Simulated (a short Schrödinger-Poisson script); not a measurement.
System: symmetric double-gate stack, SiO2 on p-type GaAs, at 300 K.

| layer | material | thickness (nm) | Na (cm⁻³) |
|---|---|---|---|
| 1 | SiO2 | 3.2 | - |
| 2 | GaAs | 20 | 4e17 |
| 3 | SiO2 | 3.2 | - |

The device is made up for the run: typed textbook-type constants, with dimensions and the other settings drawn at random. SiO2: permittivity 3.9, conduction-band edge (eV) 3.17, gap (eV) 9, electron mass (mₑ) 0.5. GaAs: permittivity 12.9, conduction-band edge (eV) 0, gap (eV) 1.424, Nv at 300 K (cm⁻³) 9e18.

Channel valleys (confinement mass, in-plane density-of-states mass, number): Γ 0.067, 0.067, 1. At the gates, both at one voltage, the conduction-band edge of layer 1 lies 3.68 eV − eVg above the Fermi level of the channel. Gaps are held at their typed values at every temperature. Mesh 0.03 nm at interfaces.

From a short Schrödinger-Poisson script (our own, NumPy): 1D Poisson equation in equilibrium, electrons quantum, Hartree (BenDaniel-Duke, 12 states a valley, the channel's in-plane mass for all, wave functions free to enter the dielectric), parabolic valleys, classical holes, full ionisation, no traps, pinning or gate leakage.

Only gate voltages with over 1e8 electrons/cm² are shown.

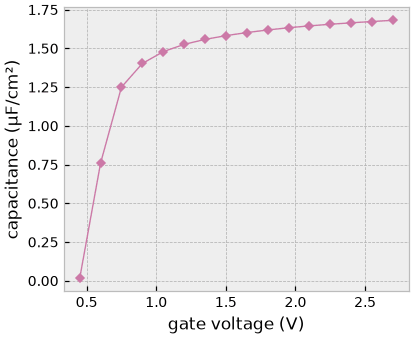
Quasi-static capacitance against gate voltage

```csv
Vg (V),electrons (cm⁻²),C (μF/cm²),Γ E0 (meV),Γ E1 (meV)
0.45,2.53e9,0.0158,154.2,183.1
0.6,2.64e11,0.760,31.9,58.9
0.75,1.26e12,1.25,-16.0,5.1
0.9,2.51e12,1.40,-43.3,-27.4
1.05,3.86e12,1.48,-65.2,-53.3
1.2,5.27e12,1.53,-85.2,-76.4
1.35,6.71e12,1.56,-104.5,-98.0
1.5,8.18e12,1.58,-123.4,-118.8
1.65,9.68e12,1.60,-142.3,-138.9
1.8,1.12e13,1.62,-161.1,-158.7
1.95,1.27e13,1.63,-179.8,-178.0
2.1,1.42e13,1.65,-198.4,-197.1
2.25,1.58e13,1.66,-216.9,-216.0
2.4,1.73e13,1.67,-235.4,-234.7
2.55,1.89e13,1.67,-253.9,-253.4
2.7,2.05e13,1.68,-272.3,-271.9
```

Subbands count from the Fermi level. The capacitance is that of both gates.

Above a few 1e12 electrons/cm² a light Γ valley is non-parabolic and upper valleys begin to fill, which the model leaves out.
